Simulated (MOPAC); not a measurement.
# Geometry relaxation, with input and output: Si$_{2}$H$_{5}$SCl (part 2 of 2)

Si$_{2}$H$_{5}$SCl, SMILES [SiH3]S[SiH2]Cl; PM7, closed shell, dispersion built in (MOPAC 23.2.5). The atoms were displaced at random from an optimised geometry.

Geometry of the input (Å):
```
Si -0.6843  1.4628  -0.2171
S  0.8938  0.6502  0.9987
Si 0.7166  -1.3780  0.4025
Cl 0.9348  -1.6130  -1.6227
H  -1.7935  0.4637  -0.2607
H  -1.1269  2.7080  0.5192
H  -0.2014  1.7754  -1.5455
H  -0.6186  -1.9276  0.7387
H  1.8010  -2.1248  1.1050
```

**Output, continued**
```
                  EIGENVALUES
 -28.08664 -25.88828 -18.46663 -17.41062 -14.14192 -13.89407 -13.58945 -13.31957
 -12.62866 -11.89975 -11.70088 -10.60507  -9.88313  -1.40216  -1.07495  -0.74320
  -0.65960  -0.55879  -0.40609  -0.14638   0.34343   1.57576   1.91544   1.94587
   5.81303   7.06706  19.37968  19.76159  20.08519  20.25127  20.34412  20.59586
  20.72712  20.95333  21.06086  21.50264  70.11099  70.20693  70.25978  70.67548
  70.68079

              NET ATOMIC CHARGES AND DIPOLE CONTRIBUTIONS

  ATOM NO.   TYPE          CHARGE      No. of ELECS.   s-Pop       p-Pop       d-Pop
    1         Si           0.083133        3.9169     0.91097     2.88137     0.12453
    2          S          -0.384822        6.3848     1.86393     4.45225     0.06863
    3         Si           0.195304        3.8047     0.89604     2.74137     0.16729
    4         Cl          -0.229160        7.2292     1.98166     5.24514     0.00236
    5          H           0.047721        0.9523     0.95228
    6          H           0.060428        0.9396     0.93957
    7          H           0.055893        0.9441     0.94411
    8          H           0.079101        0.9209     0.92090
    9          H           0.092402        0.9076     0.90760
 DIPOLE           X         Y         Z       TOTAL
 POINT-CHG.    -1.904    -0.203     0.609     2.009
 HYBRID         0.627     0.252     0.021     0.676
 SUM           -1.277     0.049     0.630     1.425

          ATOMIC ORBITAL ELECTRON POPULATIONS

     Atom    s        px        py        pz      x^2-y^2     xz        z^2       yz        xy
    1 Si   0.91097   0.92546   0.97861   0.97730   0.03681   0.01445   0.04095   0.01466   0.01765
    2  S   1.86393   1.63603   1.21827   1.59796   0.01890   0.01823   0.00917   0.01525   0.00708
    3 Si   0.89604   1.12388   0.88063   0.73685   0.02021   0.03674   0.02912   0.04342   0.03780
    4 Cl   1.98166   1.95646   1.94661   1.34206   0.00012   0.00034   0.00130   0.00044   0.00015
    5  H   0.95228
    6  H   0.93957
    7  H   0.94411
    8  H   0.92090
    9  H   0.90760

           MULLIKEN POPULATION ANALYSIS

        MULLIKEN POPULATIONS AND CHARGES

      NO.  ATOM   POPULATION      CHARGE
        1   Si     3.442427      0.557573
        2    S     7.140653     -1.140653
        3   Si     3.149874      0.850126
        4   Cl     7.298977     -0.298977
        5    H     1.004719     -0.004719
        6    H     0.988568      0.011432
        7    H     0.997849      0.002151
        8    H     0.998658      0.001342
        9    H     0.978274      0.021726

 *                    *
 * JOB ENDED NORMALLY *
 *                    *

 TOTAL JOB TIME:             0.57 SECONDS

 == MOPAC DONE ==
```

**Trajectory as extended XYZ (Å, eV, eV/Å), 12 of the 76 frames kept, from step=0 to step=75**
```
9
Properties=species:S:1:pos:R:3:forces:R:3 step=0 energy=-2.06141
Si   -0.6843    1.4628   -0.2171   -0.5409   0.5101   0.9623
S     0.8938    0.6502    0.9987   -0.1367  -0.2425  -0.2682
Si    0.7166   -1.3780    0.4025    0.4654  -0.4724   0.2534
Cl    0.9348   -1.6130   -1.6227   -0.0136   0.0676   0.2882
H    -1.7935    0.4637   -0.2607    0.2184   0.6293  -0.1607
H    -1.1269    2.7080    0.5192    0.1621  -0.7101  -0.6181
H    -0.2014    1.7754   -1.5455   -0.0820   0.1155  -0.2246
H    -0.6186   -1.9276    0.7387    0.3761  -0.0545   0.0158
H     1.8010   -2.1248    1.1050   -0.4488   0.1569  -0.2481
9
Properties=species:S:1:pos:R:3:forces:R:3 step=7 energy=-2.22041
Si   -0.7002    1.5222   -0.2007   -0.0439  -0.1061  -0.0482
S     0.8746    0.6087    0.9482   -0.1497   0.0587   0.0030
Si    0.7637   -1.4393    0.4285   -0.0725   0.0262  -0.0591
Cl    0.9344   -1.5886   -1.6001    0.0178  -0.1194   0.1348
H    -1.8543    0.6378   -0.3700   -0.0359   0.0781   0.0540
H    -1.1622    2.7399    0.4507    0.0673   0.0499   0.0502
H    -0.2553    1.8371   -1.5520    0.0557   0.1107  -0.0603
H    -0.5200   -2.0271    0.8281    0.0464  -0.0903  -0.0398
H     1.7990   -2.1930    1.1275    0.1148  -0.0077  -0.0347
9
Properties=species:S:1:pos:R:3:forces:R:3 step=14 energy=-2.27294
Si   -0.7366    1.6362   -0.1861    0.0474  -0.1042   0.0174
S     0.7810    0.5898    0.9128   -0.0240  -0.0836   0.0387
Si    0.7982   -1.4701    0.4197   -0.0135   0.0228  -0.1331
Cl    0.9817   -1.7184   -1.5951   -0.0227   0.0100   0.0426
H    -1.9574    0.8518   -0.3609    0.0078   0.0580  -0.0163
H    -1.0597    2.8429    0.5678   -0.0099   0.0177   0.0214
H    -0.2583    2.0482   -1.5030   -0.0195  -0.0197  -0.0259
H    -0.3997   -2.2046    0.8396    0.0154   0.0502   0.0094
H     1.9394   -2.1068    1.0797    0.0190   0.0488   0.0459
9
Properties=species:S:1:pos:R:3:forces:R:3 step=20 energy=-2.27711
Si   -0.7307    1.6349   -0.1854   -0.0174  -0.0018   0.0042
S     0.7690    0.5843    0.9253   -0.0104   0.0008   0.0014
Si    0.8045   -1.4646    0.4091   -0.0062   0.0009  -0.0067
Cl    0.9787   -1.7294   -1.5996   -0.0016   0.0187   0.0031
H    -1.9675    0.8809   -0.3688   -0.0003   0.0010  -0.0004
H    -1.0488    2.8425    0.5722    0.0103   0.0127  -0.0003
H    -0.2618    2.0430   -1.5075    0.0121  -0.0206  -0.0036
H    -0.3888   -2.1940    0.8447   -0.0040  -0.0064   0.0023
H     1.9522   -2.0667    1.0907    0.0175  -0.0052   0.0000
9
Properties=species:S:1:pos:R:3:forces:R:3 step=27 energy=-2.28057
Si   -0.7203    1.6183   -0.1985   -0.0123   0.0120   0.0092
S     0.7508    0.5747    0.9585   -0.0390   0.0095   0.0062
Si    0.8137   -1.4672    0.4119    0.0180  -0.0029   0.0285
Cl    0.9602   -1.6912   -1.6035   -0.0091   0.0087  -0.0167
H    -1.9891    0.9096   -0.3384    0.0074  -0.0266   0.0058
H    -1.0014    2.8768    0.4904    0.0472  -0.0103  -0.0123
H    -0.2366    1.9222   -1.5429   -0.0060   0.0114  -0.0103
H    -0.3681   -2.2130    0.8562    0.0360  -0.0099  -0.0064
H     1.9903   -2.0606    1.0566   -0.0422   0.0080  -0.0040
9
Properties=species:S:1:pos:R:3:forces:R:3 step=34 energy=-2.28624
Si   -0.6961    1.5967   -0.2314    0.0036   0.0160   0.0053
S     0.6800    0.5480    1.0303    0.0068  -0.0089  -0.0007
Si    0.8490   -1.4699    0.4147   -0.0302  -0.0112   0.0110
Cl    0.9152   -1.6250   -1.6125    0.0138   0.0165   0.0077
H    -2.0245    0.9898   -0.2728    0.0147   0.0081  -0.0067
H    -0.8284    2.9438    0.3231    0.0102  -0.0351  -0.0144
H    -0.2114    1.7130   -1.6056   -0.0276   0.0067   0.0014
H    -0.2608   -2.3050    0.8811   -0.0103   0.0007   0.0021
H     2.0715   -2.0208    1.0030    0.0189   0.0071  -0.0058
9
Properties=species:S:1:pos:R:3:forces:R:3 step=41 energy=-2.28677
Si   -0.6915    1.5913   -0.2370   -0.0022   0.0000   0.0028
S     0.6753    0.5437    1.0355    0.0016  -0.0009   0.0007
Si    0.8493   -1.4730    0.4183   -0.0017   0.0015  -0.0011
Cl    0.9102   -1.6108   -1.6106    0.0054  -0.0009   0.0006
H    -2.0250    0.9968   -0.2693   -0.0003   0.0009  -0.0006
H    -0.8079    2.9426    0.3053    0.0028   0.0013   0.0005
H    -0.2197    1.6947   -1.6160   -0.0049  -0.0012  -0.0026
H    -0.2544   -2.3151    0.8867    0.0002   0.0015  -0.0007
H     2.0836   -2.0136    0.9929   -0.0009  -0.0023   0.0005
9
Properties=species:S:1:pos:R:3:forces:R:3 step=48 energy=-2.28692
Si   -0.6959    1.5940   -0.2321   -0.0134  -0.0032   0.0020
S     0.6812    0.5464    1.0293    0.0086  -0.0010  -0.0059
Si    0.8443   -1.4729    0.4167   -0.0024   0.0037  -0.0016
Cl    0.9220   -1.6170   -1.6113   -0.0017   0.0017   0.0054
H    -2.0287    0.9960   -0.2515    0.0066   0.0122   0.0012
H    -0.8069    2.9465    0.3100    0.0013  -0.0105  -0.0038
H    -0.2400    1.6958   -1.6169    0.0001  -0.0020   0.0040
H    -0.2715   -2.3017    0.8807    0.0053  -0.0036  -0.0073
H     2.0702   -2.0241    0.9992   -0.0045   0.0027   0.0061
9
Properties=species:S:1:pos:R:3:forces:R:3 step=55 energy=-2.28777
Si   -0.7194    1.5994   -0.2104   -0.0023   0.0132  -0.0043
S     0.6963    0.5500    1.0056   -0.0031  -0.0018   0.0010
Si    0.8229   -1.4747    0.4078   -0.0004  -0.0022  -0.0007
Cl    0.9837   -1.6266   -1.6144    0.0010  -0.0018   0.0007
H    -2.0792    1.0779   -0.0926    0.0157   0.0037  -0.0012
H    -0.7166    2.9831    0.2600   -0.0038  -0.0116  -0.0063
H    -0.3690    1.6002   -1.6297   -0.0061  -0.0009   0.0126
H    -0.3324   -2.2757    0.8205    0.0015  -0.0007   0.0003
H     2.0063   -2.0551    1.0475   -0.0025   0.0021  -0.0020
9
Properties=species:S:1:pos:R:3:forces:R:3 step=61 energy=-2.28781
Si   -0.7191    1.6005   -0.2099   -0.0013  -0.0001  -0.0013
S     0.6956    0.5499    1.0059   -0.0009  -0.0002  -0.0004
Si    0.8226   -1.4747    0.4073    0.0001  -0.0002   0.0001
Cl    0.9844   -1.6276   -1.6147    0.0001   0.0001   0.0002
H    -2.0779    1.0785   -0.0907    0.0023   0.0011   0.0000
H    -0.7173    2.9844    0.2579   -0.0003  -0.0013  -0.0002
H    -0.3712    1.5991   -1.6292   -0.0002   0.0002   0.0017
H    -0.3318   -2.2769    0.8200    0.0004   0.0005   0.0003
H     2.0064   -2.0538    1.0472   -0.0001  -0.0001  -0.0003
9
Properties=species:S:1:pos:R:3:forces:R:3 step=68 energy=-2.28780
Si   -0.7191    1.6004   -0.2101    0.0021   0.0040   0.0006
S     0.6952    0.5496    1.0057    0.0030   0.0005   0.0027
Si    0.8229   -1.4749    0.4073   -0.0016   0.0025   0.0008
Cl    0.9845   -1.6273   -1.6145    0.0007  -0.0010  -0.0036
H    -2.0779    1.0797   -0.0895   -0.0031  -0.0016  -0.0015
H    -0.7164    2.9842    0.2579    0.0002  -0.0006  -0.0013
H    -0.3714    1.5987   -1.6294   -0.0012  -0.0002   0.0007
H    -0.3316   -2.2765    0.8203   -0.0025  -0.0029   0.0007
H     2.0064   -2.0541    1.0472    0.0024  -0.0006   0.0008
9
Properties=species:S:1:pos:R:3:forces:R:3 step=75 energy=-2.28781
Si   -0.7191    1.6006   -0.2099    0.0000   0.0001   0.0000
S     0.6955    0.5498    1.0059    0.0000   0.0000   0.0001
Si    0.8227   -1.4748    0.4073    0.0000   0.0001   0.0001
Cl    0.9845   -1.6276   -1.6147    0.0000   0.0001  -0.0001
H    -2.0779    1.0790   -0.0903   -0.0002   0.0000   0.0000
H    -0.7171    2.9844    0.2578    0.0001  -0.0001   0.0000
H    -0.3713    1.5990   -1.6292    0.0001   0.0000  -0.0001
H    -0.3317   -2.2768    0.8202    0.0000  -0.0001   0.0001
H     2.0065   -2.0539    1.0471    0.0001   0.0000   0.0000
```

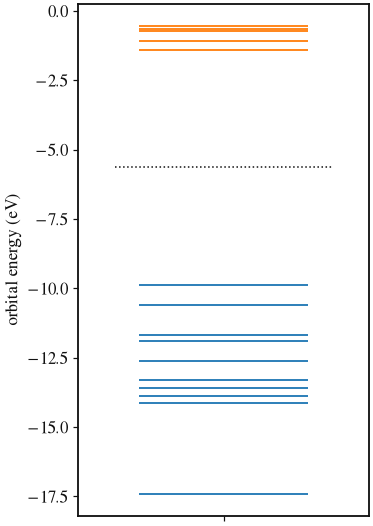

Fig. 1: Orbital energies near the frontier; the dotted line parts filled from empty levels, and levels within 0.02 eV of each other stand side by side. Highest filled −9.88 eV, lowest empty −1.40 eV, 8.48 eV apart.

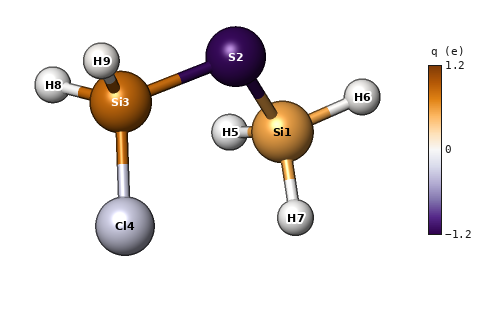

Fig. 2: Mulliken charges, as the colour of each atom (ball-and-stick view, seen at a tilt; atoms are numbered from 1 in the order of the input). By element: Si +0.56 to +0.85, S −1.14, Cl −0.30 and H 0.00 to +0.02 e.

**Key numbers**

- outcome: converged
- total energy: −26.306651 hartree
- dispersion energy: −0.000461 hartree
- heat of formation: −52.76 kcal/mol
- basis functions: 41
- largest force: 0.000 eV/Å
- HOMO: −9.88 eV
- LUMO: −1.40 eV
- dipole moment: 1.43 D
- wall time: 0.6 s
- peak memory: 0.073 GiB

**Notes**

MOPAC's energies along a path are heats of formation.
